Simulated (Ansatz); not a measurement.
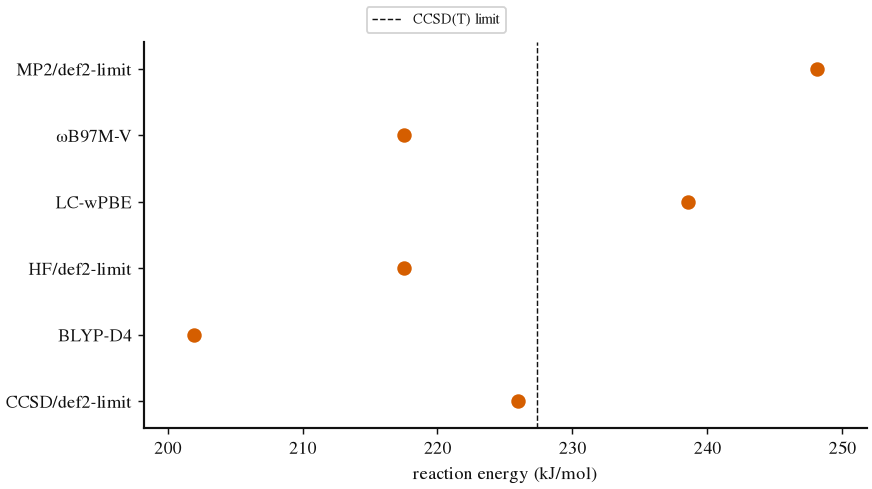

Electronic reaction energy of SiNH₅Se (N[SiH2][SeH]) → H₂Se ([SeH2]) + SiNH₃ (N[SiH]) [singlet] (SMILES in brackets) at several levels (functionals in def2-TZVPP unless a basis is named), isolated molecules at PBE0-D4 triple-zeta geometries, minima by their frequencies, no zero-point or thermal terms, the Ansatz code. The line is frozen-core CCSD(T) at the basis limit (MP2 extrapolated from triple and quadruple zeta, plus CCSD(T) less MP2 in a smaller set). No dispersion term is added to LC-wPBE. The limit lies 10.5 kJ/mol from CCSD(T)/def2-TZVPP, so the line itself is uncertain by a part of that.

**What range do the values span, the line included?**

From 201.9 kJ/mol (BLYP-D4) to 248.1 kJ/mol (MP2/def2-limit).

**Which level comes closest to the line (CCSD(T) limit), and which misses most?**

Closest CCSD/def2-limit (225.9 kJ/mol), against 227.3 kJ/mol; farthest BLYP-D4 (201.9 kJ/mol).

Caveats: no scalar relativity up to krypton; outer-core shells are correlated without core-valence functions, which makes the correlated values less sure.
